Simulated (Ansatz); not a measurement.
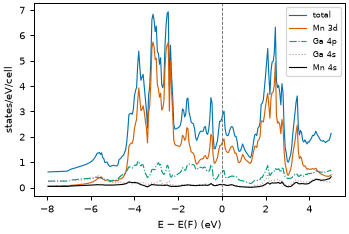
Fig. 1. Total and projected density of states of MnGa in space group P-6m2 (No. 187; Mn on 1a, Ga on 1d), r²SCAN (plane waves, PAW; program Ansatz)

**Question.** Which orbitals carry the states next to the Fermi level?

**Answer.** Within 0.5 eV of the Fermi level: Mn 3d 64 %, Ga 4p 21 %, outside the projected shells 5 %. Projections are on Löwdin-orthogonalised atomic valence shells; empty p or d shells of many metals are not among them.

**Question.** Where is the tallest occupied peak in this window, and what makes it?

**Answer.** Near -2.4 eV, about 6.9 states/eV per cell; the largest projected share is Mn 3d.

The workflow started from a Materials Project entry (that database holds measured and hypothetical structures alike); the Crystallography Open Database copy checked does not list it. With Mn and Ga taken as one species the cell has the higher symmetry P6_3/mmc, so it may be an ordered model of a mixed-site phase. Whether it is the stable phase at ambient conditions was not checked. The cell was relaxed with r²SCAN under the symmetry of its start, as lowered by the spin order; whether a distortion lowers the energy is not shown. Spin order of the final state: antiferromagnetic, chosen from 4 collinear starts compared on coarse meshes (ties went to the first, and starts can fall back to one state), not a proven ground state. Other orbital occupations within this spin state were not tried. Spin–orbit coupling is left out wherever it is not named.

Potentials: the later of the program's two PAW sets.
